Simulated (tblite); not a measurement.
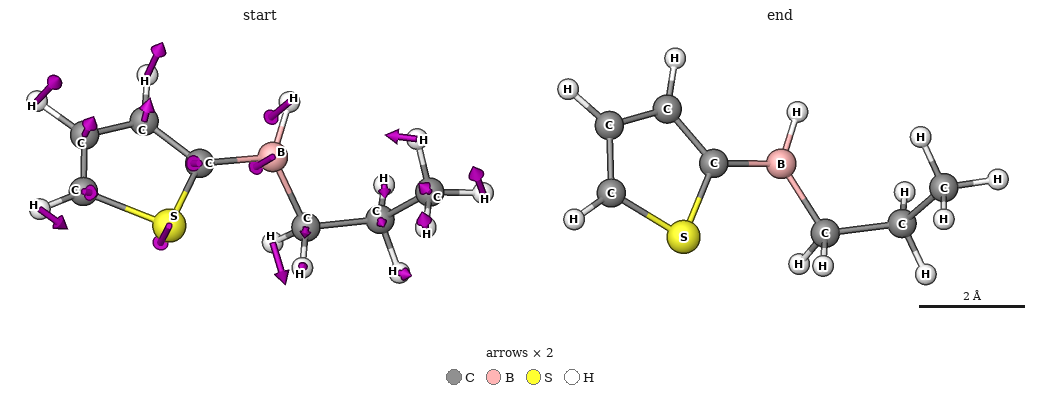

The structure of C$_{7}$H$_{11}$BS before (left) and after (right) a relaxation, at one scale. The purple arrows give the displacements, 2 times their true length.

A ball-and-stick model, seen at a tilt.

The calculation used GFN2-xTB geometry optimisation, gas phase in tblite 0.8.0. 

**What changed between the two?**

The atom that moves furthest after the best rigid fit is an H atom (0.63 Å). By element the largest moves are H 0.63 Å, S 0.58 Å, B 0.49 Å, C 0.29 Å. Near-neighbour distances that change, for instance: C–S 1.777 → 1.709 Å, C–C 1.350 → 1.404 Å, C–H 1.125 → 1.076 Å, C–C 1.341 → 1.378 Å. Among the angles between lasting bonds that change: S–C–H 131.6° → 119.7°, C–C–S 101.7° → 112.2°, B–C–S 129.3° → 122.8°. Groups turn about B–C by about 30°. Over 103 geometry steps the energy falls by 0.872 eV.
